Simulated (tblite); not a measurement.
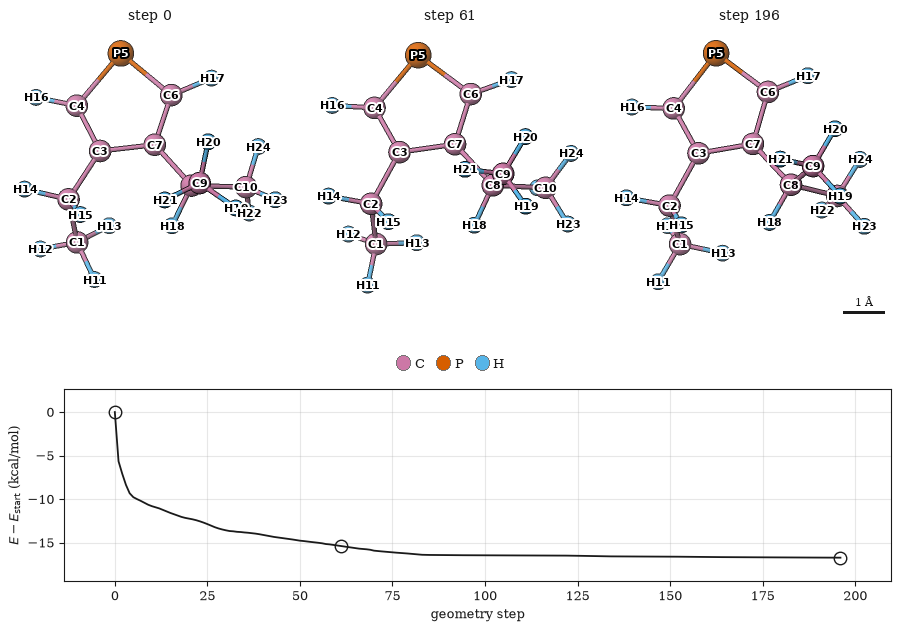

Frames of a relaxation of C$_{9}$H$_{14}$P (charge −1), marked on the history of the run. A ball-and-stick model, seen at a tilt.

Level of theory: tblite, GFN2-xTB geometry optimisation, gas phase. 

Question: Describe the path.

Answer: After 196 geometry steps the energy has fallen by 16.7 kcal/mol. The atom that moves furthest after the best rigid fit is H21 (1.12 Å). By element the largest moves are H 1.12 Å, C 0.55 Å, P 0.29 Å. Among the contacts that change: C1–H13 1.141 → 1.088 Å, C7–C8 1.470 → 1.507 Å, C9–H19 1.126 → 1.093 Å, C2–H14 1.127 → 1.095 Å. Among the angles between lasting bonds that change: P5–C4–H16 114.0° → 122.5°, C3–C4–H16 130.6° → 124.0°, P5–C6–H17 115.2° → 121.7°. Groups turn about C1–C2 by about 55°, C8–C10 by about 35°, C7–C8 by about 25°. From step 0 to 61: H23 moves most (0.84 Å), energy −15.4 kcal/mol. From step 61 to 196: H22 moves most (0.68 Å), energy −1.35 kcal/mol.

```json
{"step": "0", "E − E(0), kcal/mol": "0.00"}
{"step": "1", "E − E(0), kcal/mol": "-5.65"}
{"step": "2", "E − E(0), kcal/mol": "-7.08"}
{"step": "3", "E − E(0), kcal/mol": "-8.36"}
{"step": "4", "E − E(0), kcal/mol": "-9.32"}
{"step": "5", "E − E(0), kcal/mol": "-9.78"}
{"step": "6", "E − E(0), kcal/mol": "-10.00"}
{"step": "7", "E − E(0), kcal/mol": "-10.20"}
{"step": "8", "E − E(0), kcal/mol": "-10.42"}
{"step": "9", "E − E(0), kcal/mol": "-10.64"}
{"step": "10", "E − E(0), kcal/mol": "-10.81"}
{"step": "20", "E − E(0), kcal/mol": "-12.24"}
{"step": "30", "E − E(0), kcal/mol": "-13.58"}
{"step": "39", "E − E(0), kcal/mol": "-14.03"}
{"step": "49", "E − E(0), kcal/mol": "-14.70"}
{"step": "59", "E − E(0), kcal/mol": "-15.26"}
{"step": "69", "E − E(0), kcal/mol": "-15.82"}
{"step": "79", "E − E(0), kcal/mol": "-16.24"}
{"step": "88", "E − E(0), kcal/mol": "-16.42"}
{"step": "98", "E − E(0), kcal/mol": "-16.45"}
{"step": "108", "E − E(0), kcal/mol": "-16.46"}
{"step": "118", "E − E(0), kcal/mol": "-16.48"}
{"step": "127", "E − E(0), kcal/mol": "-16.52"}
{"step": "137", "E − E(0), kcal/mol": "-16.58"}
{"step": "147", "E − E(0), kcal/mol": "-16.60"}
{"step": "157", "E − E(0), kcal/mol": "-16.63"}
{"step": "167", "E − E(0), kcal/mol": "-16.67"}
{"step": "176", "E − E(0), kcal/mol": "-16.68"}
{"step": "186", "E − E(0), kcal/mol": "-16.70"}
{"step": "196", "E − E(0), kcal/mol": "-16.72"}
```
